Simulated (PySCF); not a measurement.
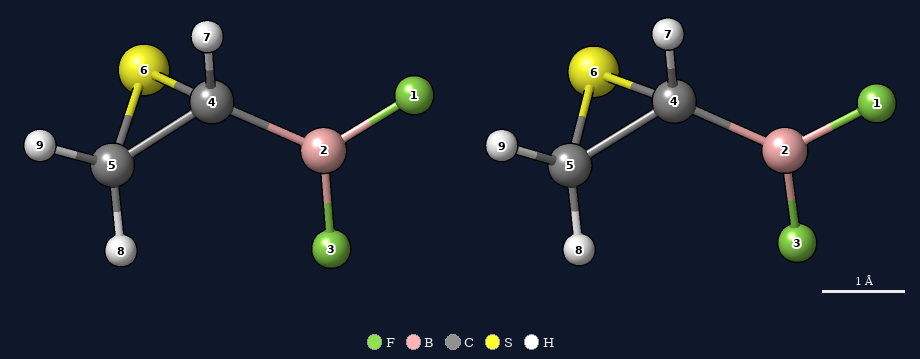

Two geometries of C$_{2}$H$_{3}$BF$_{2}$S, drawn at one scale. One is the start of a relaxation, the other its converged end. Style: ball-and-stick. Shown at a tilt.

These are results of PBE0-D3(BJ)/def2-SVP geometry optimisation, gas phase (PySCF 2.14.0, density-fitted response routines), not measurements. 

Question: Which one is relaxed?

Answer: The left one is the relaxed one. The start comes from GFN2-xTB. Its atoms were then displaced at random by about 0.01 Å. The largest move after the best rigid fit is that of F1, 0.23 Å. By element the largest moves are F 0.23 Å, S 0.13 Å, H 0.13 Å, C 0.09 Å, B 0.02 Å. Near-neighbour distances that change, for instance: C4–C5 1.523 → 1.481 Å, B2–C4 1.522 → 1.553 Å, C5–H8 1.076 → 1.095 Å, C5–S6 1.790 → 1.804 Å. Among the angles between lasting bonds that change: B2–C4–S6 113.5° → 105.7°, S6–C4–H7 110.0° → 113.8°, C5–C4–H7 114.5° → 118.2°. Over 11 geometry steps the energy falls by 1.90 kcal/mol. Cost: 44 s on 1 thread of Arm Neoverse V2, with other jobs on the host.
